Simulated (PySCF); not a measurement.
```yaml
atoms:
  - { symbol: Ta, position_ang: [0.1058, 0.3301, 0.2167] }
  - { symbol: O, position_ang: [0.0696, 0.3131, 2.0764] }
  - { symbol: O, position_ang: [1.8370, 0.5996, -0.3262] }
  - { symbol: O, position_ang: [-0.9131, 1.7952, -0.3066] }
  - { symbol: O, position_ang: [-0.6032, -1.3820, -0.5570] }
  - { symbol: H, position_ang: [-0.0412, -1.9238, -1.1332] }
```

Geometry: PBE-D3(BJ)/ma-def2-SVP; core potentials replace the inner electrons of Ta.

Level of theory: DFT single point, gas phase, functional TPSSh (PySCF).

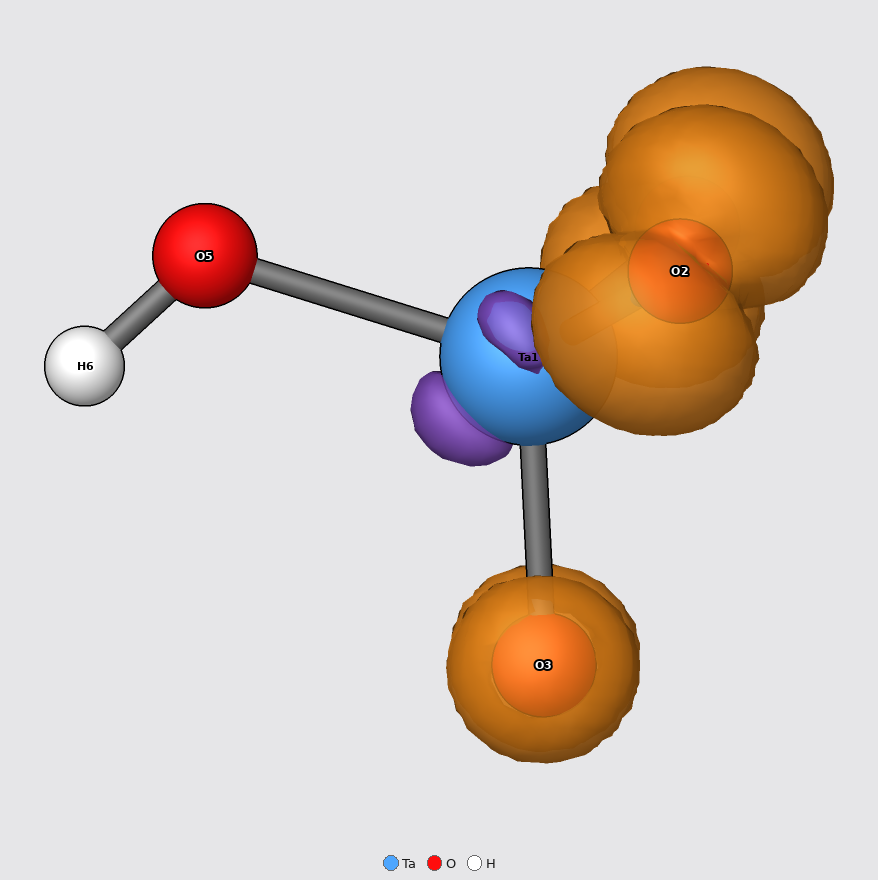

HO$_{4}$Ta (charge −1, doublet). Isosurfaces of the spin density (α minus β) at +0.04 (orange) and −0.04 e/Å³ (purple), seen across its widest extent.

**Where is the unpaired spin?**

The unpaired spin (1 electron) lies mostly on O2 (about 0.4), O4 (about 0.4) and O3 (about 0.2), in electrons by Hirshfeld's partition, with opposite, polarisation-induced spin on Ta1.
